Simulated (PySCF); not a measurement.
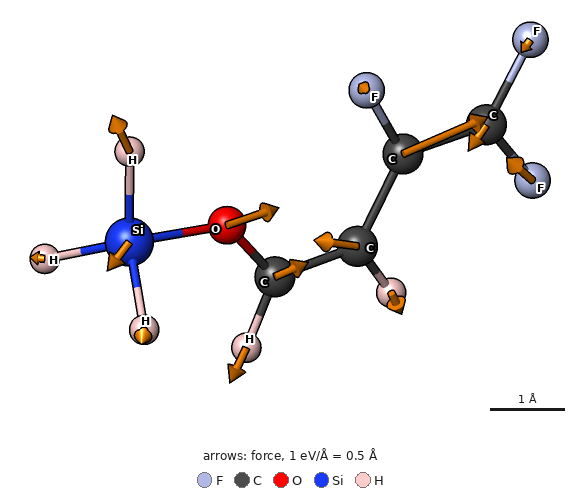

Starting geometry of C4H5F3OSi with the computed forces as orange arrows. The picture is a ball-and-stick view, seen at a tilt.

The start comes from GFN2-xTB. Its atoms were then displaced at random by about 0.01 Å.

Method: PBE0-D3(BJ)/def2-SVP geometry optimisation, gas phase (PySCF). 

Is this structure relaxed? If not, where do the atoms go?

Answer. It isn't relaxed: the largest force vector, on a C atom, is 2.84 eV/Å. The final displacements have little in common with the starting forces (cosine between the two patterns 0.18). After 14 geometry steps the energy has fallen by 0.290 eV. The atom that moves furthest after the best rigid fit is an H atom (0.40 Å). By element the largest moves are H 0.40 Å, F 0.18 Å, O 0.16 Å, C 0.11 Å, Si 0.06 Å. Among the contacts that change: H–Si 1.422 → 1.483 Å, O–Si 1.624 → 1.682 Å, C–C 1.377 → 1.343 Å, C–F 1.344 → 1.313 Å. Bond angles that change, for instance: C–O–Si 135.4° → 126.4°, O–Si–H 98.9° → 105.7°, H–Si–H 116.0° → 111.2°.
